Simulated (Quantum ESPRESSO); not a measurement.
# How volume moves the moments of CrO2

Aim: follow moments and order energies of CrO2 with volume.

Main program and level: Quantum ESPRESSO 7.5; PBEsol; plane waves with GBRV 1.5 PBEsol potentials, no spin-orbit coupling.

## Step 1: Starting point

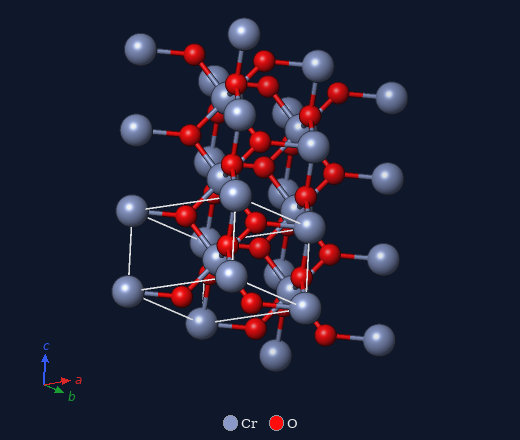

The cell as given, from a free direction (chromium light blue, oxygen red). 1×2×3 cells are drawn. Some periodic images of atoms are drawn too.

Coordinates:

```cif
data_structure
_symmetry_space_group_name_H-M 'P 1'
_symmetry_Int_Tables_number 1
_cell_length_a 4.4210
_cell_length_b 4.4210
_cell_length_c 2.9170
_cell_angle_alpha 90.000
_cell_angle_beta 90.000
_cell_angle_gamma 90.000
_cell_volume 57.01
loop_
_atom_site_label
_atom_site_type_symbol
_atom_site_fract_x
_atom_site_fract_y
_atom_site_fract_z
_atom_site_occupancy
Cr1 Cr 0.00000 0.00000 0.00000 1
Cr2 Cr 0.50000 0.50000 0.50000 1
O3 O 0.30300 0.30300 0.00000 1
O4 O 0.69700 0.69700 0.00000 1
O5 O 0.80300 0.19700 0.50000 1
O6 O 0.19700 0.80300 0.50000 1
```

The lattice constants were typed from memory of published values and not checked against a source.

## Step 2: Volume 0.88, ferro ++

All lengths scale alike; the factor is that of the volume. Atoms keep their fractional places. Seeded atoms are those given a starting moment.

Contents of pw.in:

```
&CONTROL
  calculation = 'scf'
  prefix = 'pwscf'
  outdir = './tmp'
  pseudo_dir = './pseudo'
  disk_io = 'nowf'
  tprnfor = .true.
  tstress = .true.
/
&SYSTEM
  ibrav = 0
  celldm(1) = 8
  nat = 6
  ntyp = 2
  ecutwfc = 40
  ecutrho = 280
  nbnd = 39
  occupations = 'smearing'
  smearing = 'fd'
  degauss = 0.00367493
  nspin = 2
  starting_magnetization(1) = 0.2143
  starting_magnetization(2) = 0
/
&ELECTRONS
  conv_thr = 1.2d-08
  electron_maxstep = 150
  mixing_beta = 0.3
/
ATOMIC_SPECIES
Cr     51.9961 cr_pbesol_v1.5.uspp.F.UPF
O      15.9990 o_pbesol_v1.2.uspp.F.UPF
CELL_PARAMETERS alat
   1.0007454379934    0.0000000000000    0.0000000000000
   0.0000000000000    1.0007454379934    0.0000000000000
   0.0000000000000    0.0000000000000    0.6602973179438
ATOMIC_POSITIONS crystal
Cr      0.0000000000    0.0000000000    0.0000000000
Cr      0.5000000000    0.5000000000    0.5000000000
O       0.3030000000    0.3030000000    0.0000000000
O       0.6970000000    0.6970000000    0.0000000000
O       0.8030000000    0.1970000000    0.5000000000
O       0.1970000000    0.8030000000    0.5000000000
K_POINTS automatic
10 10 10 0 0 0
```

Started as:

```
$ OMP_NUM_THREADS=1 mpirun -n 4 pw.x -nk 4 -in pw.in > pw.out
```

What it wrote:

```text
Program PWSCF v.7.5 starts

     Message from routine setup:
     using ibrav=0 with symmetry is DISCOURAGED, use correct ibrav instead

     K-points division:     npool     =       4
     Subspace diagonalization in iterative solution of the eigenvalue problem:

     bravais-lattice index     =            0
     lattice parameter (alat)  =       8.0000  a.u.
     unit-cell volume          =     338.5764 (a.u.)^3
     number of atoms/cell      =            6
     number of atomic types    =            2
     number of electrons       =        52.00
     number of Kohn-Sham states=           39
     kinetic-energy cutoff     =      40.0000  Ry
     charge density cutoff     =     280.0000  Ry
     scf convergence threshold =      1.2E-08
     mixing beta               =       0.3000
     number of iterations used =            8  plain     mixing
     Exchange-correlation= SLA  PW   PSX  PSC
                           (   1   4  10   8   0   0   0)

     celldm(1)=   8.000000  celldm(2)=   0.000000  celldm(3)=   0.000000
     celldm(4)=   0.000000  celldm(5)=   0.000000  celldm(6)=   0.000000

     crystal axes: (cart. coord. in units of alat)
               a(1) = (   1.000745   0.000000   0.000000 )
               a(2) = (   0.000000   1.000745   0.000000 )
               a(3) = (   0.000000   0.000000   0.660297 )

     reciprocal axes: (cart. coord. in units 2 pi/alat)
               b(1) = (  0.999255  0.000000  0.000000 )
               b(2) = (  0.000000  0.999255  0.000000 )
               b(3) = (  0.000000  0.000000  1.514469 )

     PseudoPot. # 1 for Cr read from file:
     cr_pbesol_v1.5.uspp.F.UPF
     Pseudo is Ultrasoft + core correction, Zval = 14.0

     PseudoPot. # 2 for O  read from file:
     o_pbesol_v1.2.uspp.F.UPF
     Pseudo is Ultrasoft + core correction, Zval =  6.0

     atomic species   valence    mass     pseudopotential
     Cr               14.00    51.99610     Cr( 1.00)
     O                 6.00    15.99900     O ( 1.00)

     Starting magnetic structure
     atomic species   magnetization
     Cr              0.214
     O               0.000

     16 Sym. Ops., with inversion, found ( 8 have fractional translation)

   Cartesian axes

     site n.     atom                  positions (alat units)
         1        Cr     tau(   1) = (   0.0000000   0.0000000   0.0000000  )
         2        Cr     tau(   2) = (   0.5003727   0.5003727   0.3301487  )
         3        O      tau(   3) = (   0.3032259   0.3032259   0.0000000  )
         4        O      tau(   4) = (   0.6975196   0.6975196   0.0000000  )
         5        O      tau(   5) = (   0.8035986   0.1971469   0.3301487  )
         6        O      tau(   6) = (   0.1971469   0.8035986   0.3301487  )

     number of k points=   126  Fermi-Dirac smearing, width (Ry)=  0.0037

     Number of k-points >= 100: set verbosity='high' to print them.

     Dense  grid:    26829 G-vectors     FFT dimensions: (  48,  48,  30)

     Smooth grid:    11569 G-vectors     FFT dimensions: (  36,  36,  24)

     Check: negative core charge=   -0.000008
     Generating pointlists ...
     new r_m :   0.1769 (alat units)  1.4151 (a.u.) for type    1
     new r_m :   0.1769 (alat units)  1.4151 (a.u.) for type    2

     Initial potential from superposition of free atoms

     starting charge      50.0000, renormalised to      52.0000

     negative rho (up, down):  1.781E-03 1.145E-03
     Starting wfcs are   36 randomized atomic wfcs +    3 random wfcs

     Self-consistent Calculation

     iteration #  1     ecut=    40.00 Ry     beta= 0.30
     Davidson diagonalization with overlap
     ethr =  1.00E-02,  avg # of iterations =  6.1

     negative rho (up, down):  1.597E-03 1.912E-03

     total energy              =    -479.22208614 Ry
     estimated scf accuracy    <       3.09551373 Ry

     total magnetization       =     4.00 Bohr mag/cell
     absolute magnetization    =     4.09 Bohr mag/cell

     iteration #  2     ecut=    40.00 Ry     beta= 0.30
     Davidson diagonalization with overlap
     ethr =  5.95E-03,  avg # of iterations =  1.5

     negative rho (up, down):  1.160E-03 2.138E-03

     total energy              =    -479.80854727 Ry
     estimated scf accuracy    <       0.56867544 Ry

     total magnetization       =     4.00 Bohr mag/cell
     absolute magnetization    =     4.46 Bohr mag/cell

     [... further iterations left out ...]

     iteration # 11     ecut=    40.00 Ry     beta= 0.30
     Davidson diagonalization with overlap
     ethr =  1.83E-10,  avg # of iterations =  2.0

     negative rho (up, down):  1.128E-05 4.720E-03

     total energy              =    -479.93154968 Ry
     estimated scf accuracy    <       0.00000003 Ry

     total magnetization       =     4.00 Bohr mag/cell
     absolute magnetization    =     4.27 Bohr mag/cell

     iteration # 12     ecut=    40.00 Ry     beta= 0.30
     Davidson diagonalization with overlap
     ethr =  5.21E-11,  avg # of iterations =  2.0

     negative rho (up, down):  1.090E-05 4.722E-03

     Magnetic moment per site  (integrated on atomic sphere of radius R)
     atom   1 (R=0.177)  charge= 10.3788  magn=  1.6081
     atom   2 (R=0.177)  charge= 10.3788  magn=  1.6081
     atom   3 (R=0.177)  charge=  5.1181  magn= -0.0206
     atom   4 (R=0.177)  charge=  5.1181  magn= -0.0206
     atom   5 (R=0.177)  charge=  5.1181  magn= -0.0206
     atom   6 (R=0.177)  charge=  5.1181  magn= -0.0206

     End of self-consistent calculation

     Number of k-points >= 100: set verbosity='high' to print the bands.

     the Fermi energy is    13.3001 ev

!    total energy              =    -479.93154984 Ry
     estimated scf accuracy    <          9.9E-09 Ry
     smearing contrib. (-TS)   =      -0.00092467 Ry
     internal energy E=F+TS    =    -479.93062517 Ry

     The total energy is F=E-TS. E is the sum of the following terms:
     one-electron contribution =    -181.32284413 Ry
     hartree contribution      =     120.89812943 Ry
     xc contribution           =     -73.65467837 Ry
     ewald contribution        =    -345.85123210 Ry

     total magnetization       =     4.00 Bohr mag/cell
     absolute magnetization    =     4.26 Bohr mag/cell

     convergence has been achieved in  12 iterations

     negative rho (up, down):  1.090E-05 4.722E-03

     Forces acting on atoms (cartesian axes, Ry/au):

     atom    1 type  1   force =     0.00000000    0.00000000    0.00000000
     atom    2 type  1   force =     0.00000000    0.00000000    0.00000000
     atom    3 type  2   force =    -0.00922101   -0.00922101    0.00000000
     atom    4 type  2   force =     0.00922101    0.00922101    0.00000000
     atom    5 type  2   force =    -0.00922101    0.00922101    0.00000000
     atom    6 type  2   force =     0.00922101   -0.00922101   -0.00000000

     Total force =     0.026081     Total SCF correction =     0.000018

     Computing stress (Cartesian axis) and pressure

     negative rho (up, down):  1.090E-05 4.722E-03
          total   stress  (Ry/bohr**3)                   (kbar)     P=      361.86
   0.00234259   0.00000000   0.00000000          344.61        0.00        0.00
   0.00000000   0.00234259   0.00000000            0.00      344.61        0.00
   0.00000000   0.00000000   0.00269454            0.00        0.00      396.38

=------------------------------------------------------------------------------=
   JOB DONE.
=------------------------------------------------------------------------------=
```

The job ended after 84 s (4 MPI ranks of Intel Xeon at 2.70GHz, shared host; peak memory 0.58 GiB).

Spin moment in the atom's sphere by atom:

```csv
atom,spin moment in the atom's sphere (μB)
Cr1,1.61
Cr2,1.61
O3,-0.02
O4,-0.02
O5,-0.02
O6,-0.02
```

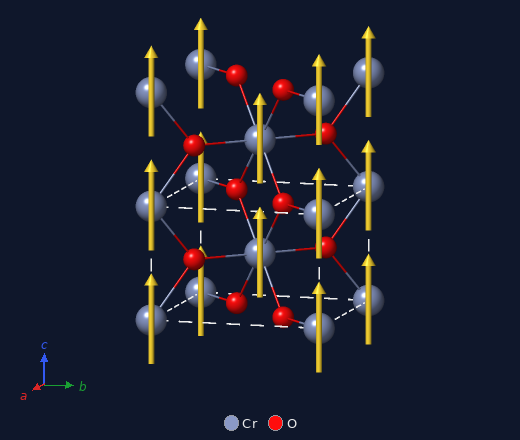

Spin moment in the atom's sphere as arrows, the longest 1.61 μB. Up and down stand for the sign. Arrows give size and sign along the axis of quantisation, drawn up and down the page. 1×1×2 cells are drawn. Some periodic images of atoms are drawn too.

This step gave:

```
smearing term TS       : 0.01258 eV
pressure               : 36.19 GPa
magnetization          : 4 μB
absolute magnetization : 4.265 μB
final state            : ferromagnetic
```

## Step 3: Volume 0.88, antiferro +-

Edit pw.in of step 2 so:

```diff
@@ -13,6 +13,6 @@
   nat = 6
-  ntyp = 2
+  ntyp = 3
   ecutwfc = 40
   ecutrho = 280
-  nbnd = 39
+  nbnd = 36
   occupations = 'smearing'
@@ -22,3 +22,4 @@
   starting_magnetization(1) = 0.2143
-  starting_magnetization(2) = 0
+  starting_magnetization(2) = -0.2143
+  starting_magnetization(3) = 0
 /
@@ -30,3 +31,4 @@
 ATOMIC_SPECIES
-Cr     51.9961 cr_pbesol_v1.5.uspp.F.UPF
+Cr1    51.9961 cr_pbesol_v1.5.uspp.F.UPF
+Cr2    51.9961 cr_pbesol_v1.5.uspp.F.UPF
 O      15.9990 o_pbesol_v1.2.uspp.F.UPF
@@ -37,4 +39,4 @@
 ATOMIC_POSITIONS crystal
-Cr      0.0000000000    0.0000000000    0.0000000000
-Cr      0.5000000000    0.5000000000    0.5000000000
+Cr1     0.0000000000    0.0000000000    0.0000000000
+Cr2     0.5000000000    0.5000000000    0.5000000000
 O       0.3030000000    0.3030000000    0.0000000000
```

What it wrote:

```text
     [... lines left out ...]
Program PWSCF v.7.5 starts
     [... lines left out ...]
     number of atoms/cell      =            6
     [... lines left out ...]
     number of electrons       =        52.00
     number of Kohn-Sham states=           36
     kinetic-energy cutoff     =      40.0000  Ry
     charge density cutoff     =     280.0000  Ry
     scf convergence threshold =      1.2E-08
     [... lines left out ...]
      8 Sym. Ops., with inversion, found
     [... lines left out ...]
     number of k points=   186  Fermi-Dirac smearing, width (Ry)=  0.0037
     [... lines left out ...]
     iteration # 14     ecut=    40.00 Ry     beta= 0.30
     [... lines left out ...]
     Magnetic moment per site  (integrated on atomic sphere of radius R)
     atom   1 (R=0.177)  charge= 10.3822  magn=  1.3026
     atom   2 (R=0.177)  charge= 10.3827  magn= -1.3027
     atom   3 (R=0.177)  charge=  5.1113  magn=  0.0075
     atom   4 (R=0.177)  charge=  5.1113  magn=  0.0075
     atom   5 (R=0.177)  charge=  5.1123  magn= -0.0075
     atom   6 (R=0.177)  charge=  5.1123  magn= -0.0075
     [... lines left out ...]
     the Fermi energy is    13.1356 ev
!    total energy              =    -479.91266038 Ry
     estimated scf accuracy    <          7.7E-09 Ry
     smearing contrib. (-TS)   =      -0.00254893 Ry
     [... lines left out ...]
     total magnetization       =    -0.00 Bohr mag/cell
     absolute magnetization    =     3.41 Bohr mag/cell
     convergence has been achieved in  14 iterations
     [... lines left out ...]
     Total force =     0.012977     Total SCF correction =     0.000085
     [... lines left out ...]
          total   stress  (Ry/bohr**3)                   (kbar)     P=      337.71
     [... lines left out ...]
```

The job ended after 2 min (4 MPI ranks; peak memory 0.67 GiB; 8 min of CPU time).

Spin moment in the atom's sphere by atom:

```csv
atom,spin moment in the atom's sphere (μB)
Cr1,1.30
Cr2,-1.30
O3,0.01
O4,0.01
O5,-0.01
O6,-0.01
```

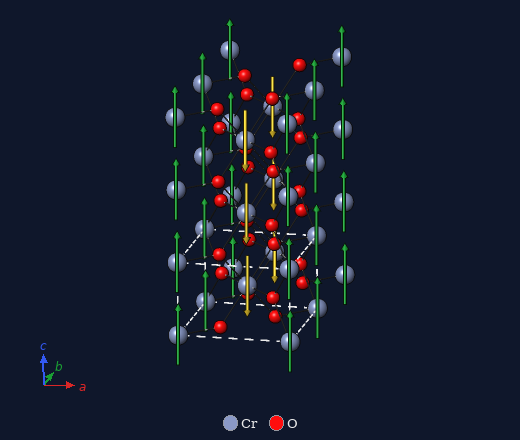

Spin moment in the atom's sphere as arrows, the longest 1.30 μB. Up and down stand for the sign. Arrows give size and sign along the axis of quantisation, drawn up and down the page. The two directions have two colours. 1×2×3 cells are drawn. Some periodic images of atoms are drawn too.

Read from the output:

* smearing term TS: 0.03468 eV
* pressure: 33.77 GPa
* magnetization: 0 μB
* absolute magnetization: 3.408 μB
* final state: antiferromagnetic

## Step 4: Volume 0.88, no spin polarisation

Edit pw.in of step 3 so:

```diff
@@ -13,3 +13,3 @@
   nat = 6
-  ntyp = 3
+  ntyp = 2
   ecutwfc = 40
@@ -20,6 +20,2 @@
   degauss = 0.00367493
-  nspin = 2
-  starting_magnetization(1) = 0.2143
-  starting_magnetization(2) = -0.2143
-  starting_magnetization(3) = 0
 /
@@ -31,4 +27,3 @@
 ATOMIC_SPECIES
-Cr1    51.9961 cr_pbesol_v1.5.uspp.F.UPF
-Cr2    51.9961 cr_pbesol_v1.5.uspp.F.UPF
+Cr     51.9961 cr_pbesol_v1.5.uspp.F.UPF
 O      15.9990 o_pbesol_v1.2.uspp.F.UPF
@@ -39,4 +34,4 @@
 ATOMIC_POSITIONS crystal
-Cr1     0.0000000000    0.0000000000    0.0000000000
-Cr2     0.5000000000    0.5000000000    0.5000000000
+Cr      0.0000000000    0.0000000000    0.0000000000
+Cr      0.5000000000    0.5000000000    0.5000000000
 O       0.3030000000    0.3030000000    0.0000000000
```

What it wrote:

```text
     [... lines left out ...]
Program PWSCF v.7.5 starts
     [... lines left out ...]
     number of atoms/cell      =            6
     [... lines left out ...]
     number of electrons       =        52.00
     number of Kohn-Sham states=           36
     kinetic-energy cutoff     =      40.0000  Ry
     charge density cutoff     =     280.0000  Ry
     scf convergence threshold =      1.2E-08
     [... lines left out ...]
     16 Sym. Ops., with inversion, found ( 8 have fractional translation)
     [... lines left out ...]
     number of k points=   126  Fermi-Dirac smearing, width (Ry)=  0.0037
     [... lines left out ...]
     iteration # 12     ecut=    40.00 Ry     beta= 0.30
     [... lines left out ...]
     the Fermi energy is    13.4475 ev
!    total energy              =    -479.87403161 Ry
     estimated scf accuracy    <          4.0E-10 Ry
     smearing contrib. (-TS)   =      -0.00470103 Ry
     [... lines left out ...]
     convergence has been achieved in  12 iterations
     [... lines left out ...]
     Total force =     0.076059     Total SCF correction =     0.000011
     [... lines left out ...]
          total   stress  (Ry/bohr**3)                   (kbar)     P=      270.21
     [... lines left out ...]
```

Elapsed: 33 s, on 4 MPI ranks; peak memory 0.44 GiB; 2.2 min of CPU time.

Read from the output:

| Quantity | Value |
| --- | --- |
| smearing term TS | 0.06396 eV |
| pressure | 27.02 GPa |
| final state | non-magnetic (no spin polarisation) |

[end of part 1 of 2]

[Logs and program files are shortened in this print: banners, set-up blocks, solver, clock and traceback lines can be left out without a mark of their own.]

[Logs are printed without paths, hosts, clocks, repeated set-up lines and the standing remarks that a program may print on its own settings, such as how far it seeks lower states.]

[Hosts, paths, dates, database ids (printed as entryN), source tags and the programs' standing remarks are cut or masked in the printed files.]

[Where a cell is said to come from a database of computed structures, the database is the Materials Project.]
